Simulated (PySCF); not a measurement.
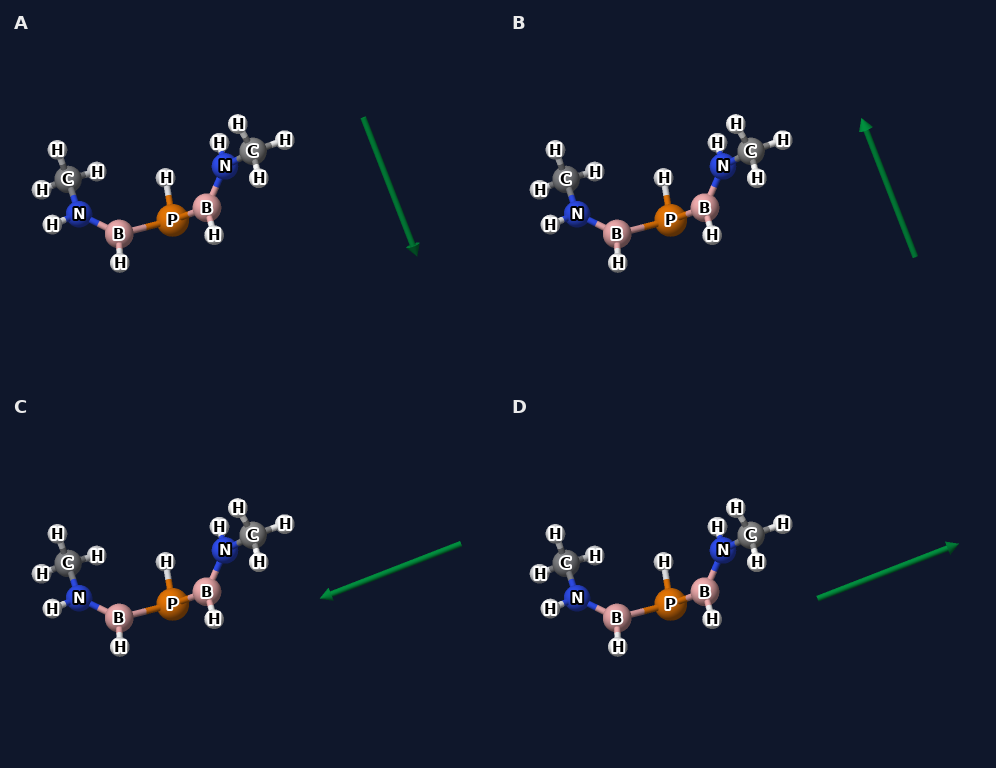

The same molecule four times, each with an arrow. The computed structure is the end point of a GFN2-xTB optimisation. No frequency run is at hand to confirm it as a minimum. Method: B3LYP/def2-SVPD, gas phase (PySCF 2.14.0).

> Which arrow points along the dipole moment, from the negative to the positive end?

B. The dipole moment is 3.06 D.

The geometry is semi-empirical. Around B, P such bond lengths and angles can be off by a tenth of an ångström or more and by several degrees, and values that hang on the shape move with them.
